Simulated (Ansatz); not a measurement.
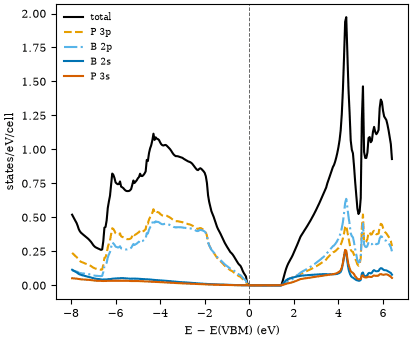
Figure: Total and projected density of states of BP (zinc blende, space group No. 216), r²SCAN in the plane-wave PAW code Ansatz

Question: Which orbitals carry the states next to the gap?

Answer: Top 1 eV of the valence band: B 2p 51 %, P 3p 45 %. Bottom 1 eV of the conduction band: P 3p 25 %, B 2s 24 %, B 2p 23 %, P 3s 11 %, outside the projected shells 17 %. Projections are on Löwdin-orthogonalised atomic valence shells; empty p or d shells of many metals are not among them.

Question: Where is the tallest occupied peak in this window, and what makes it?

Answer: Near -4.3 eV, about 1.1 states/eV per cell; the largest projected share is P 3p.

Space group F-43m (zinc blende). The r²SCAN relaxation kept the symmetry of its start; phonons on a q-mesh show no instability.

Potentials: the later of the program's two PAW sets.
